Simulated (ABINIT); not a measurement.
# InSbSe3 (Pm-3m): zone-centre phonons, part 3 of 4

Which modes does InSbSe3 (Pm-3m) have at the zone centre?

ABINIT 10.8.3; DFT LDA, scalar-relativistic, plane waves, HGH norm-conserving pseudopotentials.

So far. Step 5 (Self-consistent run for the response): The cell stands at -0.88 GPa: the relaxation ran with a smoothed and higher cutoff, and the difference is a stress of the finite basis. Step 6 (Linear response at Γ): The acoustic modes at Γ come out as far as 3.2 cm⁻¹ from zero, where they should vanish, a small numerical error. The lowest optical mode is imaginary, 101i cm⁻¹, an instability at this level and on this k mesh. The relaxed cell has a = 5.214 Å (conventional setting).

The structure was built from a prototype and need not be the compound's stable phase.

## (7) Zone-centre analysis

anaddb reads the merged derivatives and imposes the acoustic sum rule.

Contents of anaddb.abi:

```
ddb_filepath "gamma_DDB"
output_file "anaddb.abo"
outdata_prefix "anaddb"
asr 1
chneut 1
enunit 2
eivec 1
nph1l 1
qph1l 0.0 0.0 0.0 1.0
```

Contents of mrgddb.in:

```
gamma_DDB
merged
2
dfpt_gammao_DDB
gso_DDB
```

Command:

```bash
$ mrgddb < mrgddb.in > mrgddb.log
$ OMP_NUM_THREADS=1 anaddb anaddb.abi > anaddb.log
```

anaddb.abo, the main output file:

```text
-outvars_anaddb: echo values of input variables ----------------------

 Miscellaneous information :
      enunit         2
       eivec         1
         asr         1
 First list of wavevector (reduced coord.) :
       nph1l         1
       qph1l
                     0.00000000E+00  0.00000000E+00  0.00000000E+00    1.000E+00

================================================================================

 read the DDB information and perform some checks

  ==== Info on the Cryst% object ====
 Real(R)+Recip(G) space primitive vectors, cartesian coordinates (Bohr,Bohr^-1):
 R(1)=  9.8526452  0.0000000  0.0000000  G(1)=  0.1014956  0.0000000  0.0000000
 R(2)=  0.0000000  9.8526452  0.0000000  G(2)=  0.0000000  0.1014956  0.0000000
 R(3)=  0.0000000  0.0000000  9.8526452  G(3)=  0.0000000  0.0000000  0.1014956
 Unit cell volume ucvol=  9.5644176E+02 bohr^3
 Angles (23,13,12)=  9.00000000E+01  9.00000000E+01  9.00000000E+01 degrees
 Time-reversal symmetry is present
 Reduced atomic positions [iatom, xred, symbol]:
    1)    0.0000000  0.0000000  0.0000000  In
    2)    0.5000000  0.5000000  0.5000000  Sb
    3)    0.5000000  0.5000000  0.0000000  Se
    4)    0.5000000  0.0000000  0.5000000  Se
    5)    0.0000000  0.5000000  0.5000000  Se

 DDB file with 3 blocks has been read.

================================================================================

 Treat the first list of vectors

  Phonon wavevector (reduced coordinates) :  0.00000  0.00000  0.00000
 Phonon energies in Hartree :
  -4.585944E-04 -4.585944E-04 -4.585944E-04 -4.230059E-04 -4.230059E-04
  -4.230059E-04 -2.212645E-04 -2.212645E-04 -2.212645E-04  0.000000E+00
   0.000000E+00  0.000000E+00  7.147129E-04  7.147129E-04  7.147129E-04
 Phonon energies in meV     :
- -1.247899E+01 -1.247899E+01 -1.247899E+01 -1.151058E+01 -1.151058E+01
- -1.151058E+01 -6.020913E+00 -6.020913E+00 -6.020913E+00  0.000000E+00
-  0.000000E+00  0.000000E+00  1.944833E+01  1.944833E+01  1.944833E+01
 Phonon frequencies in cm-1    :
- -1.006498E+02 -1.006498E+02 -1.006498E+02 -9.283907E+01 -9.283907E+01
- -9.283907E+01 -4.856194E+01 -4.856194E+01 -4.856194E+01  0.000000E+00
-  0.000000E+00  0.000000E+00  1.568614E+02  1.568614E+02  1.568614E+02
 Phonon frequencies in Thz     :
- -3.017406E+00 -3.017406E+00 -3.017406E+00 -2.783245E+00 -2.783245E+00
- -2.783245E+00 -1.455850E+00 -1.455850E+00 -1.455850E+00  0.000000E+00
-  0.000000E+00  0.000000E+00  4.702585E+00  4.702585E+00  4.702585E+00
 Phonon energies in Kelvin  :
- -1.448127E+02 -1.448127E+02 -1.448127E+02 -1.335747E+02 -1.335747E+02
- -1.335747E+02 -6.986979E+01 -6.986979E+01 -6.986979E+01  0.000000E+00
-  0.000000E+00  0.000000E+00  2.256885E+02  2.256885E+02  2.256885E+02

 Eigendisplacements
 (will be given, for each mode : in cartesian coordinates
   for each atom the real part of the displacement vector,
   then the imaginary part of the displacement vector - absolute values smaller than 1.0d-7 are set to zero)
  Mode number    1   Energy   -4.585944E-04
 Attention : low frequency mode.
   (Could be unstable or acoustic mode)
-  1  0.00000000E+00  0.00000000E+00  5.53689396E-04
-     0.00000000E+00  0.00000000E+00  0.00000000E+00
-  2  0.00000000E+00  0.00000000E+00  1.13691511E-03
-     0.00000000E+00  0.00000000E+00  0.00000000E+00
-  3  0.00000000E+00  0.00000000E+00  3.92869286E-04
-     0.00000000E+00  0.00000000E+00  0.00000000E+00
-  4  0.00000000E+00  0.00000000E+00 -1.47552031E-03
-     0.00000000E+00  0.00000000E+00  0.00000000E+00
-  5  0.00000000E+00  0.00000000E+00 -1.47552031E-03
-     0.00000000E+00  0.00000000E+00  0.00000000E+00
  Mode number    2   Energy   -4.585944E-04
 Attention : low frequency mode.
   (Could be unstable or acoustic mode)
-  1  0.00000000E+00  5.53689396E-04  0.00000000E+00
-     0.00000000E+00  0.00000000E+00  0.00000000E+00
-  2  0.00000000E+00  1.13691511E-03  0.00000000E+00
-     0.00000000E+00  0.00000000E+00  0.00000000E+00
-  3  0.00000000E+00 -1.47552031E-03  0.00000000E+00
-     0.00000000E+00  0.00000000E+00  0.00000000E+00
-  4  0.00000000E+00  3.92869286E-04  0.00000000E+00
-     0.00000000E+00  0.00000000E+00  0.00000000E+00
-  5  0.00000000E+00 -1.47552031E-03  0.00000000E+00
-     0.00000000E+00  0.00000000E+00  0.00000000E+00
  Mode number    3   Energy   -4.585944E-04
 Attention : low frequency mode.
   (Could be unstable or acoustic mode)
-  1  5.53689396E-04  0.00000000E+00  0.00000000E+00
-     0.00000000E+00  0.00000000E+00  0.00000000E+00
-  2  1.13691511E-03  0.00000000E+00  0.00000000E+00
-     0.00000000E+00  0.00000000E+00  0.00000000E+00
-  3 -1.47552031E-03  0.00000000E+00  0.00000000E+00
-     0.00000000E+00  0.00000000E+00  0.00000000E+00
-  4 -1.47552031E-03  0.00000000E+00  0.00000000E+00
-     0.00000000E+00  0.00000000E+00  0.00000000E+00
-  5  3.92869286E-04  0.00000000E+00  0.00000000E+00
-     0.00000000E+00  0.00000000E+00  0.00000000E+00
  Mode number    4   Energy   -4.230059E-04
 Attention : low frequency mode.
   (Could be unstable or acoustic mode)
-  1  0.00000000E+00  0.00000000E+00  0.00000000E+00
-     0.00000000E+00  0.00000000E+00  0.00000000E+00
-  2  0.00000000E+00  0.00000000E+00  0.00000000E+00
-     0.00000000E+00  0.00000000E+00  0.00000000E+00
-  3  0.00000000E+00  0.00000000E+00  0.00000000E+00
-     0.00000000E+00  0.00000000E+00  0.00000000E+00
-  4  0.00000000E+00  0.00000000E+00  1.86380890E-03
-     0.00000000E+00  0.00000000E+00  0.00000000E+00
-  5  0.00000000E+00  0.00000000E+00 -1.86380890E-03
-     0.00000000E+00  0.00000000E+00  0.00000000E+00
  Mode number    5   Energy   -4.230059E-04
 Attention : low frequency mode.
   (Could be unstable or acoustic mode)
-  1  0.00000000E+00  0.00000000E+00  0.00000000E+00
-     0.00000000E+00  0.00000000E+00  0.00000000E+00
-  2  0.00000000E+00  0.00000000E+00  0.00000000E+00
-     0.00000000E+00  0.00000000E+00  0.00000000E+00
-  3  0.00000000E+00 -1.86380890E-03  0.00000000E+00
-     0.00000000E+00  0.00000000E+00  0.00000000E+00
-  4  0.00000000E+00  0.00000000E+00  0.00000000E+00
-     0.00000000E+00  0.00000000E+00  0.00000000E+00
-  5  0.00000000E+00  1.86380890E-03  0.00000000E+00
-     0.00000000E+00  0.00000000E+00  0.00000000E+00
  Mode number    6   Energy   -4.230059E-04
 Attention : low frequency mode.
   (Could be unstable or acoustic mode)
-  1  0.00000000E+00  0.00000000E+00  0.00000000E+00
-     0.00000000E+00  0.00000000E+00  0.00000000E+00
-  2  0.00000000E+00  0.00000000E+00  0.00000000E+00
-     0.00000000E+00  0.00000000E+00  0.00000000E+00
-  3  1.86380890E-03  0.00000000E+00  0.00000000E+00
-     0.00000000E+00  0.00000000E+00  0.00000000E+00
-  4 -1.86380890E-03  0.00000000E+00  0.00000000E+00
-     0.00000000E+00  0.00000000E+00  0.00000000E+00
-  5  0.00000000E+00  0.00000000E+00  0.00000000E+00
-     0.00000000E+00  0.00000000E+00  0.00000000E+00
  Mode number    7   Energy   -2.212645E-04
 Attention : low frequency mode.
   (Could be unstable or acoustic mode)
-  1  0.00000000E+00  0.00000000E+00 -1.81990781E-03
-     0.00000000E+00  0.00000000E+00  0.00000000E+00
-  2  0.00000000E+00  0.00000000E+00  9.93607274E-04
-     0.00000000E+00  0.00000000E+00  0.00000000E+00
-  3  0.00000000E+00  0.00000000E+00  7.32059519E-04
-     0.00000000E+00  0.00000000E+00  0.00000000E+00
-  4  0.00000000E+00  0.00000000E+00  1.91177960E-04
-     0.00000000E+00  0.00000000E+00  0.00000000E+00
-  5  0.00000000E+00  0.00000000E+00  1.91177960E-04
-     0.00000000E+00  0.00000000E+00  0.00000000E+00
  Mode number    8   Energy   -2.212645E-04
 Attention : low frequency mode.
   (Could be unstable or acoustic mode)
-  1  0.00000000E+00  1.81990781E-03  0.00000000E+00
-     0.00000000E+00  0.00000000E+00  0.00000000E+00
-  2  0.00000000E+00 -9.93607274E-04  0.00000000E+00
-     0.00000000E+00  0.00000000E+00  0.00000000E+00
-  3  0.00000000E+00 -1.91177960E-04  0.00000000E+00
-     0.00000000E+00  0.00000000E+00  0.00000000E+00
-  4  0.00000000E+00 -7.32059519E-04  0.00000000E+00
-     0.00000000E+00  0.00000000E+00  0.00000000E+00
-  5  0.00000000E+00 -1.91177960E-04  0.00000000E+00
-     0.00000000E+00  0.00000000E+00  0.00000000E+00
  Mode number    9   Energy   -2.212645E-04
 Attention : low frequency mode.
   (Could be unstable or acoustic mode)
-  1  1.81990781E-03  0.00000000E+00  0.00000000E+00
-     0.00000000E+00  0.00000000E+00  0.00000000E+00
-  2 -9.93607274E-04  0.00000000E+00  0.00000000E+00
-     0.00000000E+00  0.00000000E+00  0.00000000E+00
-  3 -1.91177960E-04  0.00000000E+00  0.00000000E+00
-     0.00000000E+00  0.00000000E+00  0.00000000E+00
-  4 -1.91177960E-04  0.00000000E+00  0.00000000E+00
-     0.00000000E+00  0.00000000E+00  0.00000000E+00
-  5 -7.32059519E-04  0.00000000E+00  0.00000000E+00
-     0.00000000E+00  0.00000000E+00  0.00000000E+00
  Mode number   10   Energy    0.000000E+00
 Attention : low frequency mode.
   (Could be unstable or acoustic mode)
-  1  0.00000000E+00  0.00000000E+00  1.07644015E-03
-     0.00000000E+00  0.00000000E+00  0.00000000E+00
-  2  0.00000000E+00  0.00000000E+00  1.07639721E-03
-     0.00000000E+00  0.00000000E+00  0.00000000E+00
-  3  0.00000000E+00  0.00000000E+00  1.07640355E-03
-     0.00000000E+00  0.00000000E+00  0.00000000E+00
-  4  0.00000000E+00  0.00000000E+00  1.07642932E-03
-     0.00000000E+00  0.00000000E+00  0.00000000E+00
-  5  0.00000000E+00  0.00000000E+00  1.07642932E-03
-     0.00000000E+00  0.00000000E+00  0.00000000E+00
  Mode number   11   Energy    0.000000E+00
 Attention : low frequency mode.
   (Could be unstable or acoustic mode)
-  1  0.00000000E+00  1.07644015E-03  0.00000000E+00
-     0.00000000E+00  0.00000000E+00  0.00000000E+00
-  2  0.00000000E+00  1.07639721E-03  0.00000000E+00
-     0.00000000E+00  0.00000000E+00  0.00000000E+00
-  3  0.00000000E+00  1.07642932E-03  0.00000000E+00
-     0.00000000E+00  0.00000000E+00  0.00000000E+00
-  4  0.00000000E+00  1.07640355E-03  0.00000000E+00
-     0.00000000E+00  0.00000000E+00  0.00000000E+00
-  5  0.00000000E+00  1.07642932E-03  0.00000000E+00
-     0.00000000E+00  0.00000000E+00  0.00000000E+00
  Mode number   12   Energy    0.000000E+00
 Attention : low frequency mode.
   (Could be unstable or acoustic mode)
-  1  1.07644015E-03  0.00000000E+00  0.00000000E+00
-     0.00000000E+00  0.00000000E+00  0.00000000E+00
-  2  1.07639721E-03  0.00000000E+00  0.00000000E+00
-     0.00000000E+00  0.00000000E+00  0.00000000E+00
-  3  1.07642932E-03  0.00000000E+00  0.00000000E+00
-     0.00000000E+00  0.00000000E+00  0.00000000E+00
-  4  1.07642932E-03  0.00000000E+00  0.00000000E+00
-     0.00000000E+00  0.00000000E+00  0.00000000E+00
-  5  1.07640355E-03  0.00000000E+00  0.00000000E+00
-     0.00000000E+00  0.00000000E+00  0.00000000E+00
  Mode number   13   Energy    7.147129E-04
-  1  0.00000000E+00  0.00000000E+00  1.94553975E-05
-     0.00000000E+00  0.00000000E+00  0.00000000E+00
-  2  0.00000000E+00  0.00000000E+00  1.03306170E-03
-     0.00000000E+00  0.00000000E+00  0.00000000E+00
-  3  0.00000000E+00  0.00000000E+00 -2.25802241E-03
-     0.00000000E+00  0.00000000E+00  0.00000000E+00
-  4  0.00000000E+00  0.00000000E+00  3.18393376E-04
-     0.00000000E+00  0.00000000E+00  0.00000000E+00
-  5  0.00000000E+00  0.00000000E+00  3.18393376E-04
-     0.00000000E+00  0.00000000E+00  0.00000000E+00
  Mode number   14   Energy    7.147129E-04
-  1  0.00000000E+00 -1.94553975E-05  0.00000000E+00
-     0.00000000E+00  0.00000000E+00  0.00000000E+00
-  2  0.00000000E+00 -1.03306170E-03  0.00000000E+00
-     0.00000000E+00  0.00000000E+00  0.00000000E+00
-  3  0.00000000E+00 -3.18393376E-04  0.00000000E+00
-     0.00000000E+00  0.00000000E+00  0.00000000E+00
-  4  0.00000000E+00  2.25802241E-03  0.00000000E+00
-     0.00000000E+00  0.00000000E+00  0.00000000E+00
-  5  0.00000000E+00 -3.18393376E-04  0.00000000E+00
-     0.00000000E+00  0.00000000E+00  0.00000000E+00
  Mode number   15   Energy    7.147129E-04
-  1  1.94553975E-05  0.00000000E+00  0.00000000E+00
-     0.00000000E+00  0.00000000E+00  0.00000000E+00
-  2  1.03306170E-03  0.00000000E+00  0.00000000E+00
-     0.00000000E+00  0.00000000E+00  0.00000000E+00
-  3  3.18393376E-04  0.00000000E+00  0.00000000E+00
-     0.00000000E+00  0.00000000E+00  0.00000000E+00
-  4  3.18393376E-04  0.00000000E+00  0.00000000E+00
-     0.00000000E+00  0.00000000E+00  0.00000000E+00
-  5 -2.25802241E-03  0.00000000E+00  0.00000000E+00
-     0.00000000E+00  0.00000000E+00  0.00000000E+00

 Analysis of degeneracies and characters (maximum tolerance=1.00E-06 a.u.)
 For each vibration mode, or group of modes if degenerate,
 the characters are given for each symmetry operation (see the list in the log file).
 Symmetry characters of vibration mode #   1
       degenerate with vibration modes #   2 to    3
  3.0 -3.0 -1.0  1.0 -1.0  1.0 -1.0  1.0  1.0 -1.0 -1.0  1.0  1.0 -1.0 -1.0  1.0
  0.0 -0.0  0.0 -0.0 -0.0  0.0 -0.0  0.0  1.0 -1.0 -1.0  1.0 -1.0  1.0  1.0 -1.0
  0.0 -0.0 -0.0  0.0 -0.0  0.0  0.0 -0.0  1.0 -1.0  1.0 -1.0 -1.0  1.0 -1.0  1.0
 Symmetry characters of vibration mode #   4
       degenerate with vibration modes #   5 to    6
  3.0 -3.0 -1.0  1.0 -1.0  1.0 -1.0  1.0 -1.0  1.0  1.0 -1.0 -1.0  1.0  1.0 -1.0
  0.0 -0.0  0.0 -0.0 -0.0  0.0 -0.0  0.0 -1.0  1.0  1.0 -1.0  1.0 -1.0 -1.0  1.0
  0.0 -0.0 -0.0  0.0 -0.0  0.0  0.0 -0.0 -1.0  1.0 -1.0  1.0  1.0 -1.0  1.0 -1.0
 Symmetry characters of vibration mode #   7
       degenerate with vibration modes #   8 to    9
  3.0 -3.0 -1.0  1.0 -1.0  1.0 -1.0  1.0  1.0 -1.0 -1.0  1.0  1.0 -1.0 -1.0  1.0
 -0.0  0.0 -0.0  0.0  0.0 -0.0  0.0 -0.0  1.0 -1.0 -1.0  1.0 -1.0  1.0  1.0 -1.0
 -0.0  0.0  0.0 -0.0  0.0 -0.0 -0.0  0.0  1.0 -1.0  1.0 -1.0 -1.0  1.0 -1.0  1.0
 Symmetry characters of vibration mode #  10
       degenerate with vibration modes #  11 to   12
  3.0 -3.0 -1.0  1.0 -1.0  1.0 -1.0  1.0  1.0 -1.0 -1.0  1.0  1.0 -1.0 -1.0  1.0
  0.0 -0.0  0.0 -0.0 -0.0  0.0 -0.0  0.0  1.0 -1.0 -1.0  1.0 -1.0  1.0  1.0 -1.0
  0.0 -0.0 -0.0  0.0 -0.0  0.0  0.0 -0.0  1.0 -1.0  1.0 -1.0 -1.0  1.0 -1.0  1.0
 Symmetry characters of vibration mode #  13
       degenerate with vibration modes #  14 to   15
  3.0 -3.0 -1.0  1.0 -1.0  1.0 -1.0  1.0  1.0 -1.0 -1.0  1.0  1.0 -1.0 -1.0  1.0
 -0.0  0.0  0.0 -0.0  0.0 -0.0 -0.0  0.0  1.0 -1.0 -1.0  1.0 -1.0  1.0  1.0 -1.0
 -0.0  0.0  0.0 -0.0 -0.0  0.0  0.0 -0.0  1.0 -1.0  1.0 -1.0 -1.0  1.0 -1.0  1.0
-
```

The job ended after 0.51 s (1 thread of Arm Neoverse V1, shared host).

This step gave:

* lowest optical zone-centre mode: -100.7 cm⁻¹

No LO-TO term; unit eigenvectors of the mass-weighted matrix, from anaddb's displacements. Modes at Γ, with each element's share of the kinetic energy (negative means imaginary):

```
mode  frequency (cm⁻¹)  symmetry  In %  Sb %  Se %
   1            -100.6       T1u     6    29    65
   2            -100.6       T1u     6    29    65
   3            -100.6       T1u     6    29    65
   4             -92.8       T2u     0     0   100
   5             -92.8       T2u     0     0   100
   6             -92.8       T2u     0     0   100
   7             -48.6       T1u    69    22     9
   8             -48.6       T1u    69    22     9
   9             -48.6       T1u    69    22     9
  10               0.0  acoustic    24    26    50
  11               0.0  acoustic    24    26    50
  12               0.0  acoustic    24    26    50
  13             156.9       T1u     0    24    76
  14             156.9       T1u     0    24    76
  15             156.9       T1u     0    24    76
```

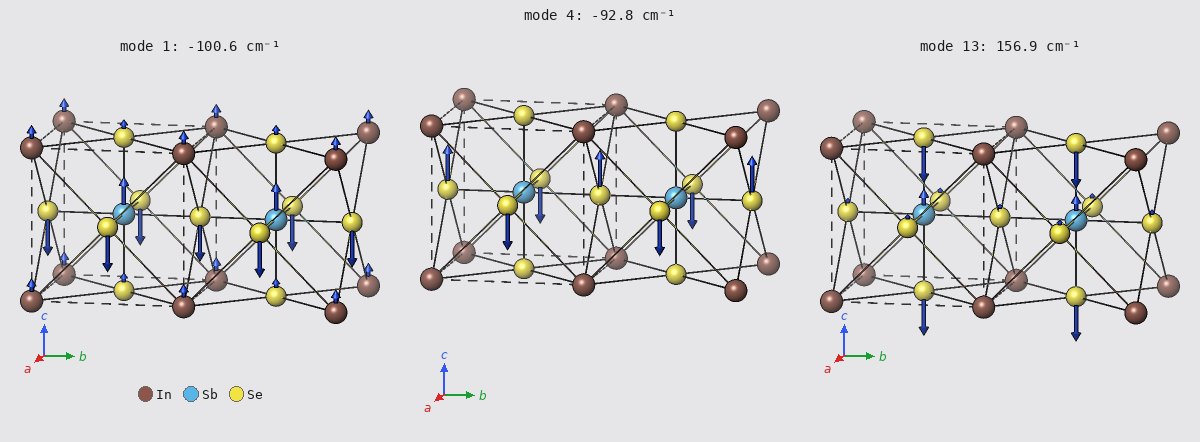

Displacement patterns of modes 1, 4 and 13 at Γ; arrows are exaggerated. 1×2×1 cells are drawn. Some periodic images of atoms are drawn too.

The rule moves no optical mode by more than 0.2 cm⁻¹.

(Continued in part 4 of 4.)

[Host names and launcher messages were left out of these logs when they were recorded.]

[Logs are printed without paths, hosts, clocks, repeated set-up lines and the standing remarks that a program may print on its own settings, such as how far it seeks lower states.]

[Hosts, paths, dates, database ids (printed as entryN), source tags and the programs' standing remarks are cut or masked in the printed files.]
